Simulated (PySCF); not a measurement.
# C2H10OP2Si2 (SMILES CCO[SiH]1P[SiH2]P1): what the fields show

Input file:

```
{"job": {"kind": "nmr", "xc": "PBE0", "basis": "pcSseg-1", "pop": false}, "charge": 0, "multiplicity": 1}
C     -2.585100     0.595500     0.001000
C     -1.691600    -0.595600     0.107200
O     -0.629100    -0.423900    -0.825400
Si     0.893400    -0.827900    -0.573600
P      1.971300     1.102200    -0.987600
Si     2.191900     1.250500     1.315100
P      1.232900    -0.787600     1.765800
H     -1.967900     1.544000     0.111500
H     -2.973100     0.638300    -1.076000
H     -3.353800     0.530500     0.784500
H     -2.192300    -1.567300    -0.215600
H     -1.154300    -0.660300     1.119300
H      1.178600    -2.227900    -1.094600
H      3.213500     0.501600    -1.254100
H      1.020600     2.182500     1.261500
H      3.248400     1.817600     2.149500
H      2.533200    -1.355100     1.763700
```

Command:

```sh
OMP_NUM_THREADS=1 python probes_run.py task.json out
```

Geometry: GFN2-xTB, MD frame at 250 fs, 400 K.

Level of theory: PBE0/pcSseg-1, SCF density, gas phase, non-relativistic (PySCF 2.14.0).

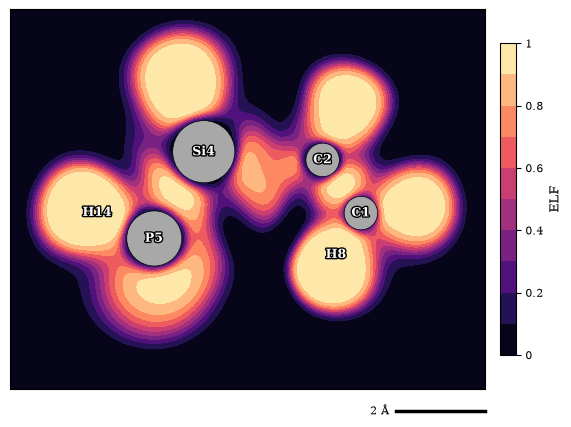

Figure 1. Electron localisation function on the plane of atoms Si4, P5 and H14. Grey discs cover the atomic cores.

Question: What do the fields say about this system?

Answer:
- The plane passes through C, Si, P and H nuclei.
- C–C (1.49 Å): the ELF peaks at about 0.95 between the atoms, as expected for localised, covalent bonding.
- Si–P (2.25 Å): the ELF peaks at about 0.95 between the atoms, as expected for localised, covalent bonding.
- The ELF also peaks beside P5, away from the bonds: lone-pair regions.

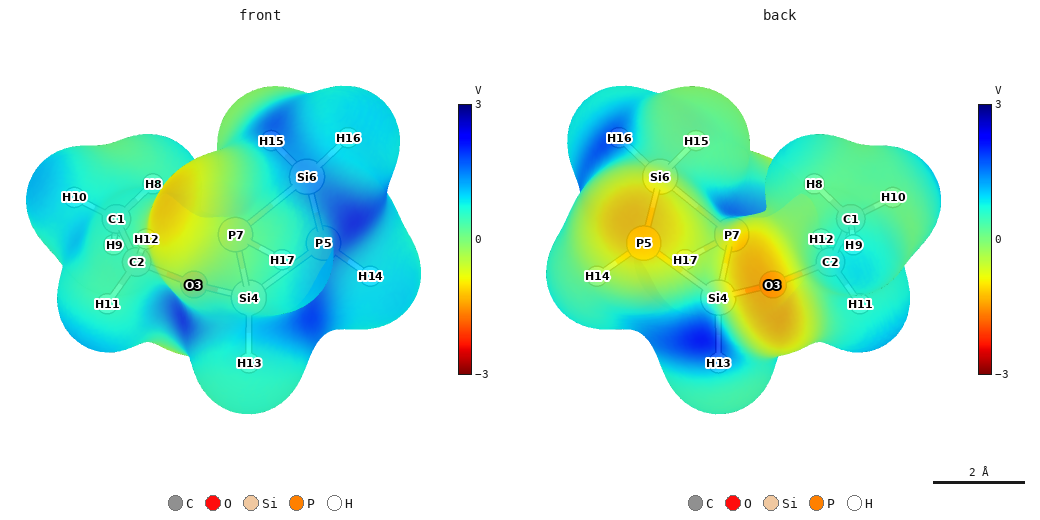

Figure 2. The electrostatic potential painted on the density surface at 0.004 e/bohr³, seen from the front and from behind; the colour scale runs from red (negative) to blue (positive).

Question: Which sites attract a positive test charge, and which a negative one?

Answer: A positive charge is drawn to the negative regions and a negative charge to the positive ones. The most negative region (about −1.3 V, or −30 kcal/mol for a unit charge) lies over O3, the most positive (about +2.0 V, or +46 kcal/mol for a unit charge) over Si4 and Si6. O3 is the likeliest acceptor of a hydrogen bond.

Question: How polar is the molecule by this calculation?

Answer: Its dipole moment is 1.16 D.
